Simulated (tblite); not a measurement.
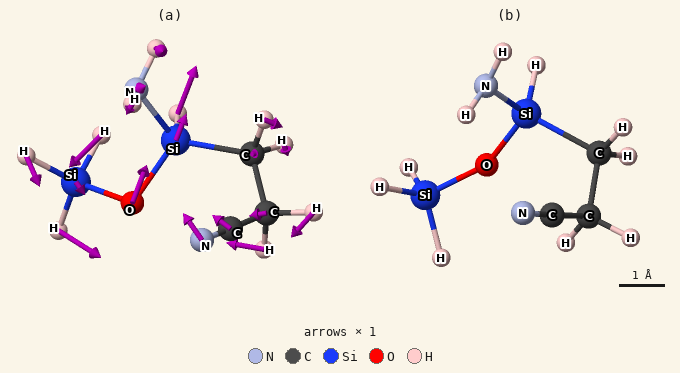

The structure of C$_{3}$H$_{10}$N$_{2}$OSi$_{2}$ before (left) and after (right) a relaxation, at one scale. The purple arrows give the displacements, at their true length.

Style: ball-and-stick. Shown at a tilt.

Method: GFN2-xTB geometry optimisation, gas phase in tblite 0.8.0. 

Question: Describe what moved and what it gained.

Answer: An H atom moves most after the best rigid fit: 1.33 Å. By element the largest moves are H 1.33 Å, O 1.10 Å, N 0.76 Å, Si 0.65 Å, C 0.54 Å. Near-neighbour distances that change, for instance: Si–Si 2.731 → 3.162 Å, O–Si 1.739 → 1.621 Å, C–Si 1.827 → 1.917 Å, C–C 1.469 → 1.535 Å. Among the angles between lasting bonds that change: Si–O–Si 104.3° → 154.4°, C–Si–O 115.0° → 104.0°, Si–N–H 108.0° → 118.9°. Groups turn about O–Si by about 55°, O–Si by about 45°, C–Si by about 30°. After 113 geometry steps the energy has fallen by 33.4 kcal/mol.
